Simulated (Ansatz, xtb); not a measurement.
# Ligand exchange: C3H9B + C2H8OSi2 → C2H7BO + C3H10Si2

Species: C3H9B `CBCC`, singlet; C2H8OSi2 `O[SiH2]/C=C/[SiH3]`, singlet; C2H7BO `CCBO`, singlet; C3H10Si2 `C[SiH2]/C=C/[SiH3]`, singlet. The partners trade CH3 for OH: B–CH3 and Si–OH bonds give way to B–OH and Si–CH3.

Shapes, held fixed at every level: PBE0-D4/def2-TZVP. Flexible molecules stand in one conformer, not always the lowest. Programs: Ansatz 0.2.0, xtb 6.7.1. The zero-point and thermal change to 298 K, harmonic and unscaled (PBE0-D4/def2-TZVP), is +4.6 kJ/mol.

```tsv
level	kind	ΔH(298 K) (kJ/mol)	less CCSD(T)/CBS estimate	CPU time (sum over the molecules)
GFN0-xTB	semi-empirical	-49.0	-9.7	0.16 s
r2SCAN0-D4/def2-TZVPP	global hybrid	-38.0	+1.3	79 s
wB97M-V/def2-TZVPP	range-separated hybrid	-40.1	-0.8	2.9 min
B2PLYP/def2-TZVPP	double hybrid	-40.7	-1.4	1.7 min
CCSD/def2-SVP	coupled cluster or CI	-64.4	-25.1	–
CCSD(T)/def2-TZVPP	coupled cluster or CI	-42.0	-2.7	68 min
CCSD/def2-TZVPP	coupled cluster or CI	-39.9	-0.6	–
CCSD(T)/CBS estimate	coupled cluster or CI	-39.3	0.0	76 min
```

The highest level, CCSD(T)/CBS estimate, gives ΔH(298 K) = -39.3 kJ/mol; the levels span -64.4 to -38.0. The column of differences is taken from that level and isn't an error. No measured value is set beside it here. The CBS estimate extrapolates MP2 from def2-TZVPP and def2-QZVPP and adds CCSD(T) − MP2 in the triple-zeta set, cores frozen. Times are processor times on shared x86 and Arm servers, and rough.

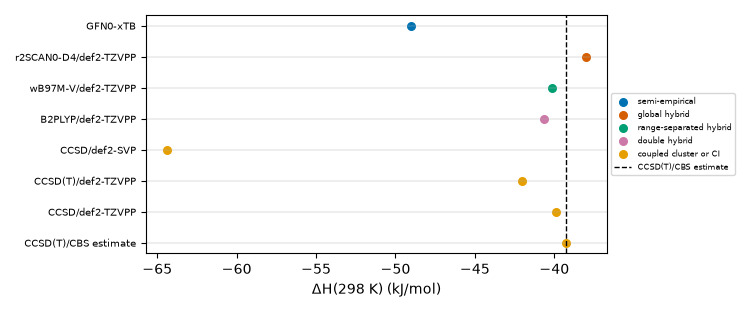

The values of the table, level by level.
